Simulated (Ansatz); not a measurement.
A series of calculations on C3H10OSi2

Part 1: Relaxation

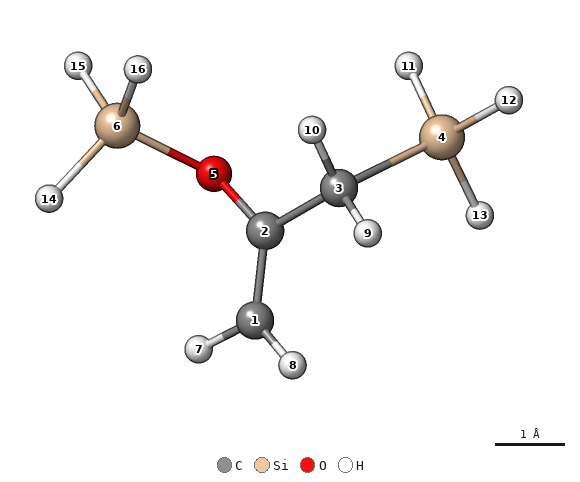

Starting structure of C3H10OSi2. Style: ball-and-stick. Shown face on.

The run prepares an end point of a later path (torsion) calculation, from a guessed geometry.

These are results of RKS PBE0-D4/def2-SVP in Ansatz 0.2.0, not measurements.

The input:
```yaml
crystal:
  periodic: [false, false, false]
  atoms:
    - { symbol: C, position_ang: [-1.3772, -0.9823, -1.0834] }
    - { symbol: C, position_ang: [-0.5099, -0.2551, -0.3997] }
    - { symbol: C, position_ang: [0.3518, -0.8934, 0.6267] }
    - { symbol: Si, position_ang: [2.2573, -1.0766, 0.1574] }
    - { symbol: O, position_ang: [-0.2783, 1.0835, -0.6798] }
    - { symbol: Si, position_ang: [-1.1266, 2.2732, 0.1808] }
    - { symbol: H, position_ang: [-1.9951, -0.451, -1.8586] }
    - { symbol: H, position_ang: [-1.5597, -1.9781, -0.9331] }
    - { symbol: H, position_ang: [0.0033, -1.8747, 0.9321] }
    - { symbol: H, position_ang: [0.3292, -0.316, 1.594] }
    - { symbol: H, position_ang: [2.8193, 0.2325, -0.0462] }
    - { symbol: H, position_ang: [2.9382, -1.7564, 1.2783] }
    - { symbol: H, position_ang: [2.2758, -1.9002, -1.074] }
    - { symbol: H, position_ang: [-2.6079, 2.1454, -0.0713] }
    - { symbol: H, position_ang: [-0.6708, 3.5896, -0.2369] }
    - { symbol: H, position_ang: [-0.8723, 2.1372, 1.6579] }
basis:
  gaussian: { orbitals: def2-SVP }
hamiltonian:
  xc: pbe0
  dispersion: d4
relax:
  f_tol: 0.015
  max_steps: 40
```

Launched with:
```bash
ansatz run input.yaml --threads 2 --pin off --max-ram 3072MiB --backend cpu --events-out ev --progress --plain --runs-dir out
```

Q: Where does the relaxation end?

A: H14 moves most after the best rigid fit: 2.13 Å. Largest moves by element: H 2.13 Å, O 1.02 Å, C 0.70 Å, Si 0.40 Å. Some distances before and after: C3–Si4 1.971 → 1.899 Å, C1–H8 1.023 → 1.090 Å, Si4–H11 1.439 → 1.492 Å, C1–H7 1.125 → 1.093 Å. Among the angles between lasting bonds that change: C2–O5–Si6 119.4° → 126.9°, C3–C2–O5 117.2° → 111.2°, H9–C3–H10 102.4° → 107.7°. Groups turn about C2–O5 by about 95°. After 26 accepted moves (27 points after the start) the energy has fallen by 10.5 kcal/mol. The largest force component goes from 3.6 to 0.012 eV/Å. The line search rejected the trial step at point 3 of the run. Cost: 54 s on 2 threads of AMD EPYC 9R45 96-Core Processor (Zen 5) (shared host), peak memory 0.43 GiB.

Final geometry:

```xyz
16

C    -1.6263   -0.8077   -0.4567
C    -0.5333   -0.3639    0.1798
C     0.5233   -1.2339    0.7741
Si    2.2371   -0.9162    0.0207
O    -0.2299    0.9518    0.3342
Si   -1.1218    2.2675   -0.2197
H    -2.3578   -0.1283   -0.9017
H    -1.8134   -1.8776   -0.5474
H     0.2631   -2.2953    0.6520
H     0.6025   -1.0309    1.8568
H     2.8019    0.3901    0.4697
H     3.1650   -2.0065    0.4558
H     2.1451   -0.9266   -1.4714
H    -1.2477    2.2232   -1.7063
H    -0.3485    3.4610    0.2102
H    -2.4822    2.2709    0.3940
```

The end point in the same view:

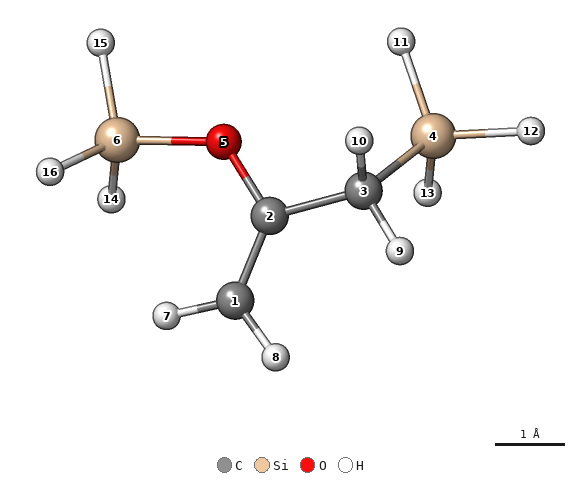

Part 2: Relaxation

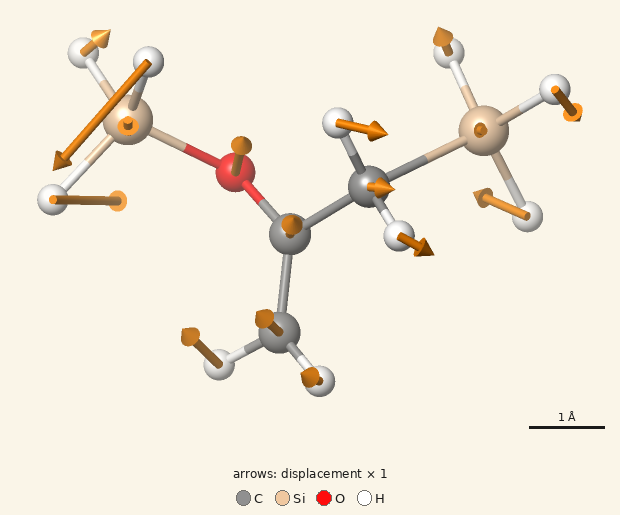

A relaxation of C3H10OSi2. The starting structure is drawn; orange arrows show the displacements, at their true length. The two geometries are superimposed by the best rigid fit.

The picture is a ball-and-stick view, seen at a tilt.

The run prepares an end point of a later path (torsion) calculation, from a guessed geometry.

All numbers below come from RKS PBE0-D4/def2-SVP in Ansatz 0.2.0.

Input file:
```yaml
crystal:
  periodic: [false, false, false]
  atoms:
    - { symbol: C, position_ang: [-1.3772, -0.9823, -1.0834] }
    - { symbol: C, position_ang: [-0.5099, -0.2551, -0.3997] }
    - { symbol: C, position_ang: [0.3518, -0.8934, 0.6267] }
    - { symbol: Si, position_ang: [2.2573, -1.0766, 0.1574] }
    - { symbol: O, position_ang: [-0.2783, 1.0835, -0.6798] }
    - { symbol: Si, position_ang: [-1.1266, 2.2732, 0.1808] }
    - { symbol: H, position_ang: [-1.9951, -0.451, -1.8586] }
    - { symbol: H, position_ang: [-1.5597, -1.9781, -0.9331] }
    - { symbol: H, position_ang: [0.0033, -1.8747, 0.9321] }
    - { symbol: H, position_ang: [0.3292, -0.316, 1.594] }
    - { symbol: H, position_ang: [2.8193, 0.2325, -0.0462] }
    - { symbol: H, position_ang: [2.9382, -1.7564, 1.2783] }
    - { symbol: H, position_ang: [2.2758, -1.9002, -1.074] }
    - { symbol: H, position_ang: [-0.6817, 3.64817, -0.25007] }
    - { symbol: H, position_ang: [-0.88499, 2.1045, 1.60498] }
    - { symbol: H, position_ang: [-2.60642, 2.14411, -0.06098] }
basis:
  gaussian: { orbitals: def2-SVP }
hamiltonian:
  xc: pbe0
  dispersion: d4
relax:
  f_tol: 0.015
  max_steps: 40
```

Launched with:
```bash
ansatz run input.yaml --threads 2 --pin off --max-ram 3072MiB --backend cpu --events-out ev --progress --plain --runs-dir out
```

What happened in the run?

Answer. The energy falls by 45.2 kJ/mol in 27 accepted moves (29 points after the start). Largest force component: 3.6 eV/Å at the start, 0.015 eV/Å at the end. The line search rejected the trial steps at points 3, 22 of the run. The largest move after the best rigid fit is that of H16, 2.15 Å. By element the largest moves are H 2.15 Å, O 1.02 Å, C 0.69 Å, Si 0.41 Å. Some distances before and after: C3–Si4 1.971 → 1.899 Å, C1–H8 1.023 → 1.090 Å, Si4–H11 1.439 → 1.492 Å, Si6–H15 1.454 → 1.492 Å. Among the angles between lasting bonds that change: C2–O5–Si6 119.4° → 127.0°, C3–C2–O5 117.2° → 111.2°, O5–Si6–H14 110.3° → 104.9°. Groups turn about C2–O5 by about 95°.

Part 3: Path

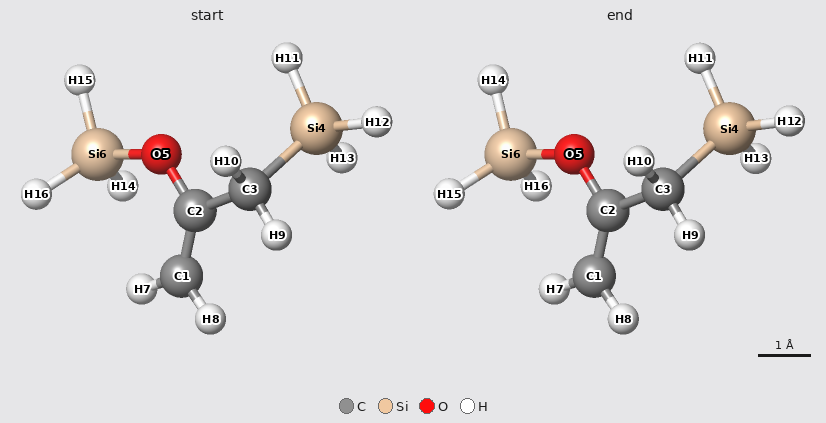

The two relaxed end points of a path for C₃H₁₀OSi₂. The picture is a ball-and-stick view, seen at a tilt.

Method: RKS PBE0-D4/def2-SVP (Ansatz).

Input file:
```yaml
crystal:
  periodic: [false, false, false]
  atoms:
    - { symbol: C, position_ang: [-1.639832, -0.813424, -0.394451] }
    - { symbol: C, position_ang: [-0.526426, -0.363154, 0.200758] }
    - { symbol: C, position_ang: [0.551168, -1.226941, 0.765652] }
    - { symbol: Si, position_ang: [2.237821, -0.913204, -0.048303] }
    - { symbol: O, position_ang: [-0.219918, 0.954234, 0.334121] }
    - { symbol: Si, position_ang: [-1.132135, 2.264222, -0.199692] }
    - { symbol: H, position_ang: [-2.387066, -0.138583, -0.819718] }
    - { symbol: H, position_ang: [-1.828293, -1.884241, -0.470013] }
    - { symbol: H, position_ang: [0.288589, -2.289574, 0.661175] }
    - { symbol: H, position_ang: [0.666992, -1.015007, 1.843386] }
    - { symbol: H, position_ang: [2.815583, 0.397323, 0.370558] }
    - { symbol: H, position_ang: [3.181655, -1.998859, 0.36371] }
    - { symbol: H, position_ang: [2.094979, -0.935937, -1.536243] }
    - { symbol: H, position_ang: [-1.308678, 2.207677, -1.680693] }
    - { symbol: H, position_ang: [-0.346516, 3.462115, 0.193864] }
    - { symbol: H, position_ang: [-2.470824, 2.270955, 0.46009] }
basis:
  gaussian: { orbitals: def2-SVP }
hamiltonian:
  xc: pbe0
  dispersion: d4
neb:
  order_check: false
  images: 5
  f_tol: 0.05
  max_iterations: 60
  initial_path: idpp
  final_atoms:
    - { symbol: C, position_ang: [-1.69698984, -0.78831231, -0.11632324] }
    - { symbol: C, position_ang: [-0.50968743, -0.3239086, 0.29791487] }
    - { symbol: C, position_ang: [0.60738456, -1.16917605, 0.81215659] }
    - { symbol: Si, position_ang: [2.19145099, -0.99288217, -0.21966134] }
    - { symbol: O, position_ang: [-0.15900855, 0.98831864, 0.26792325] }
    - { symbol: Si, position_ang: [-1.09025761, 2.27348896, -0.28994267] }
    - { symbol: H, position_ang: [-2.47551007, -0.13064839, -0.51098656] }
    - { symbol: H, position_ang: [-1.91712578, -1.85442756, -0.06673422] }
    - { symbol: H, position_ang: [0.30878014, -2.22692657, 0.84236522] }
    - { symbol: H, position_ang: [0.85778018, -0.86152246, 1.84280401] }
    - { symbol: H, position_ang: [2.83475687, 0.33783645, -0.01548104] }
    - { symbol: H, position_ang: [3.16037144, -2.0538463, 0.19748091] }
    - { symbol: H, position_ang: [1.87670196, -1.17014137, -1.67025632] }
    - { symbol: H, position_ang: [-0.23155836, 3.47285442, -0.11161254] }
    - { symbol: H, position_ang: [-2.34220123, 2.39817531, 0.5125501] }
    - { symbol: H, position_ang: [-1.43778828, 2.07872, -1.72799601] }
```

Command:
```bash
ansatz run input.yaml --threads 2 --pin off --max-ram 3072MiB --backend cpu --events-out ev --progress --plain --runs-dir out
```

Q: What barrier does the band find between them, and by what path?

A: The barrier is about 0.094 eV in both directions, with image 3 at the top; the ends have the same energy. The motion is a rotation about the O5–Si6 bond by about 120°. No bond forms or breaks between the ends. Bond angles that change up to the highest image, for instance: C2–O5–Si6 126.9° → 134.1°, O5–Si6–H15 104.9° → 107.8°. The band converged in 5 iterations. The largest component of the band force went from 1.4 to 0.049 eV/Å. The climbing image converged on the top of the path. Its vibrational analysis gives one imaginary mode (140i cm⁻¹), as a transition state must have.

Energies of the converged images:

| image | path (Å) | E (eV) |
| --- | --- | --- |
| 0 | 0.00 | 0.000 |
| 1 | 0.81 | 0.021 |
| 2 | 1.61 | 0.069 |
| 3 | 2.42 | 0.094 |
| 4 | 3.23 | 0.066 |
| 5 | 4.05 | 0.019 |
| 6 | 4.87 | 0.000 |

The geometry at the top of the path:

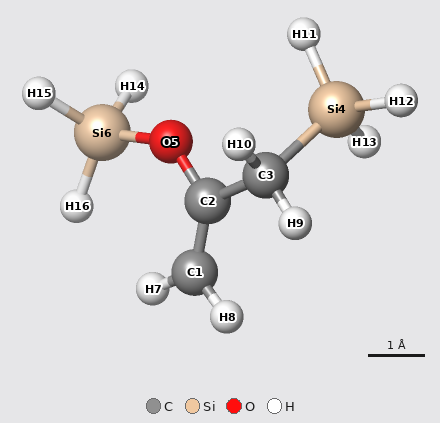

The run took 56 s on 2 threads of AMD EPYC 9R45 96-Core Processor (Zen 5), on a shared host, peak memory 0.44 GiB.
